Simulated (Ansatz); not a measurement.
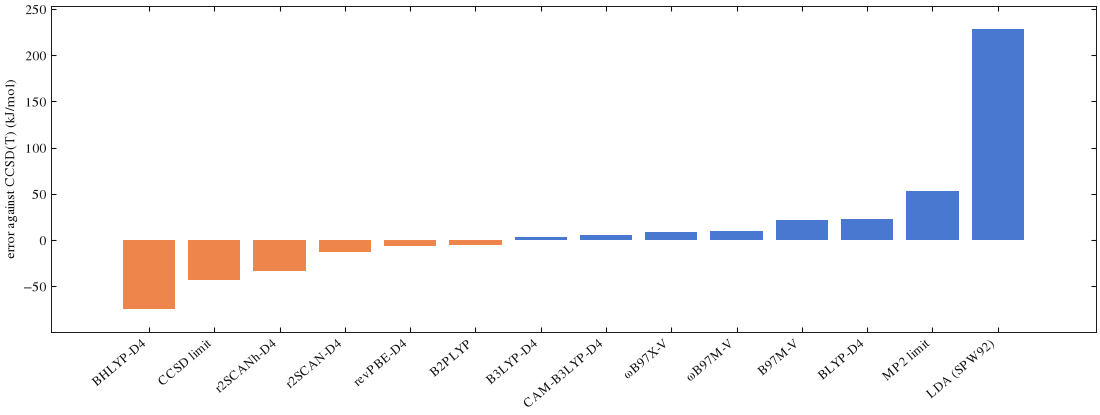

Error in the electronic atomisation energy (method less reference, so positive means overbinding) of CH₂AlN, SMILES N#[C][AlH2], singlet: functionals in def2-TZVPP against frozen-core CCSD(T) at the limit (scheme: direct), which gives 1797.9 kJ/mol, at a PBE0-D4/def2-TZVP geometry (a minimum by its frequencies), no zero-point or spin-orbit term, the Ansatz code. The reference leaves out core correlation, a term that grows with the number of heavy atoms. B2PLYP holds a correlation term that converges slowly with the basis, so part of the distance to the limit is basis error. No dispersion term is added to B2PLYP. Limit means the basis limit.

> Which of these levels overbind, and which underbind?

Overbind: B97M-V, BLYP-D4, MP2 limit and LDA (SPW92). Underbind: BHLYP-D4, CCSD limit and r2SCANh-D4. Within 15 kJ/mol of zero, too close to call in view of what the reference leaves out: r2SCAN-D4, revPBE-D4, B2PLYP, B3LYP-D4, CAM-B3LYP-D4, ωB97X-V and ωB97M-V.

> What range do the values span?

From −75.1 kJ/mol (BHLYP-D4) to 228.7 kJ/mol (LDA (SPW92)).
